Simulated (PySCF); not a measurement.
# BF (SMILES [B]F): CCSDT(Q)/STO-3G

What is the energy change on altering one bond length of BF at CCSDT(Q)/STO-3G? Input form: a Python script.

Program for the calculation: PySCF 2.14.0.

33 further runs of the same task are left out: 6 that didn't finish, 27 set aside as unsound or not needed.

### 1 The structure to begin with

BF: 2 atoms, total charge 0, spin state singlet. SMILES: `[B]F`. Geometry: relaxed at PBE0-D4/def2-TZVP.

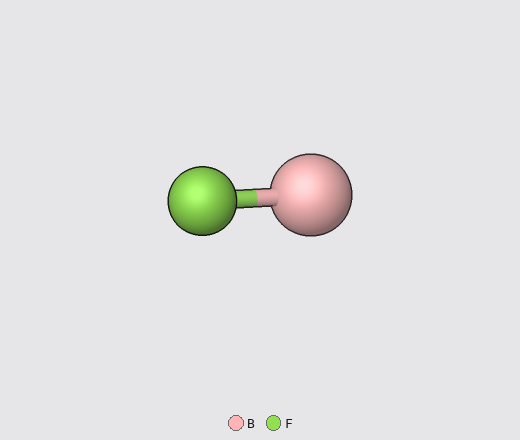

The structure, seen from a chosen angle (boron pink, fluorine green).

### 2 The energy at CCSDT(Q)/STO-3G

job.py

```python
# 13768-60-0
from pyscf import gto, scf, cc

mol = gto.M(
    atom='''
B      0.000000     0.000000    -0.017669
F      0.000000     0.000000     2.369225
''',
    charge=0,
    max_memory=1860,
    basis='sto-3g',
    verbose=3,
    unit='bohr',
)

myscf = scf.RHF(mol)
myscf.conv_tol = 1e-10
myscf.kernel()
if not myscf.converged:
    myscf = myscf.newton().run(myscf.mo_coeff, myscf.mo_occ)

mycc = cc.CCSDT(myscf, frozen=2)
mycc.kernel()
e_bracket, e_q = mycc.ccsdt_q()
e_tot = mycc.e_tot + e_q
print('E = %.10f Eh' % e_tot)
```

The run is started by

```bash
OMP_NUM_THREADS=1 python job.py
```

Output:

```text
converged SCF energy = -122.356134458653
_make_eris_incore_RCCSDT

WARN: A large `blksize` is being used, which may cause large memory consumption
      for storing contraction intermediates. If memory is sufficient, consider using
      `pyscf.cc.rccsdt_highm.RCCSDT` instead.

WARN: A large `blksize_oovv` is being used, which may cause large memory consumption
      for storing contraction intermediates. If memory is sufficient, consider using
      `pyscf.cc.rccsdt_highm.RCCSDT` instead.

WARN: A large `blksize_oooo` is being used, which may cause large memory consumption
      for storing contraction intermediates. If memory is sufficient, consider using
      `pyscf.cc.rccsdt_highm.RCCSDT` instead.

RCCSDT converged
E(RCCSDT) = -122.4410383469611   E_corr = -0.0849038883076936
E_corr(same-spin) = -0.0161853285953364
E_corr(oppo-spin) = -0.0687185597123572
_make_eris_incore_RCCSDT
E = -122.4414485805 Eh
```

Run time: 0.97 s. Hardware: 1 thread of Intel Xeon Platinum 8375C at 2.90GHz (Ice Lake), shared host; peak memory 0.1 GiB.

### 3 The distorted shape, same level

run.py

```python
from pyscf import gto, cc

mol = gto.M(
    atom='''
B      0.000000     0.000000    -2.881946
F      0.000000     0.000000     2.369225
''',
    verbose=3,
    unit='bohr',
    charge=0,
    basis='sto-3g',
    max_memory=1860,
)

myscf = mol.RHF()
myscf.conv_tol = 1e-10
myscf.kernel()
if not myscf.converged:
    myscf = myscf.newton().run(myscf.mo_coeff, myscf.mo_occ)

mycc = cc.CCSDT(myscf, frozen=2)
mycc.kernel()
e_bracket, e_q = mycc.ccsdt_q()
etot = mycc.e_tot + e_q
print('Final energy', etot)
```

The run is started by

```bash
OMP_NUM_THREADS=1 python run.py
```

Output:

```text
converged SCF energy = -121.939883850616
_make_eris_incore_RCCSDT

WARN: A large `blksize` is being used, which may cause large memory consumption
      for storing contraction intermediates. If memory is sufficient, consider using
      `pyscf.cc.rccsdt_highm.RCCSDT` instead.

WARN: A large `blksize_oovv` is being used, which may cause large memory consumption
      for storing contraction intermediates. If memory is sufficient, consider using
      `pyscf.cc.rccsdt_highm.RCCSDT` instead.

WARN: A large `blksize_oooo` is being used, which may cause large memory consumption
      for storing contraction intermediates. If memory is sufficient, consider using
      `pyscf.cc.rccsdt_highm.RCCSDT` instead.

RCCSDT converged
E(RCCSDT) = -122.1820935466147   E_corr = -0.2422096959990156
E_corr(same-spin) = -0.00262206503922679
E_corr(oppo-spin) = -0.239587630959789
_make_eris_incore_RCCSDT
Final energy -122.18264021877417
```

It took 1.8 s on 1 thread of Intel Xeon Platinum 8375C at 2.90GHz (Ice Lake), shared host; peak memory 0.12 GiB.

### 4 Outcome

At CCSDT(Q)/STO-3G, 2 core orbitals frozen:

| quantity | value |
| --- | --- |
| first shape: total energy | -122.44145 Eh |
| first shape: dipole moment (Hartree–Fock density) | 1.10 D |
| first shape: HOMO energy (Hartree–Fock orbitals) | -7.61 eV |
| first shape: LUMO energy (Hartree–Fock orbitals) | 8.93 eV |
| first shape: HOMO–LUMO gap (Hartree–Fock orbitals) | 16.54 eV |
| first shape: correlation energy (2 core orbitals frozen) | -85.3 mEh |
| first shape: T1 diagnostic | 0.021 |
| distorted shape: total energy | -122.18264 Eh |
| distorted shape: dipole moment (Hartree–Fock density) | 3.83 D |
| distorted shape: HOMO energy (Hartree–Fock orbitals) | -3.36 eV |
| distorted shape: LUMO energy (Hartree–Fock orbitals) | 4.17 eV |
| distorted shape: HOMO–LUMO gap (Hartree–Fock orbitals) | 7.53 eV |
| distorted shape: correlation energy (2 core orbitals frozen) | -242.8 mEh |
| distorted shape: T1 diagnostic | 0.089 |
| energy change with the B1–F2 bond stretched from 1.263 to 2.779 Å | 7.043 eV |

What this shows: With the B1–F2 bond stretched from 1.263 to 2.779 Å the energy rises by 7.04 eV (680 kJ/mol). The first shape isn't relaxed at this level, so the change isn't measured from a minimum. The minimal basis adds a large error of its own. The T1 diagnostic (first shape) of 0.021 is above the customary mark for such species, so a single reference may not serve. The T1 diagnostic (distorted shape) of 0.089 is above the customary mark for such species, so a single reference may not serve.
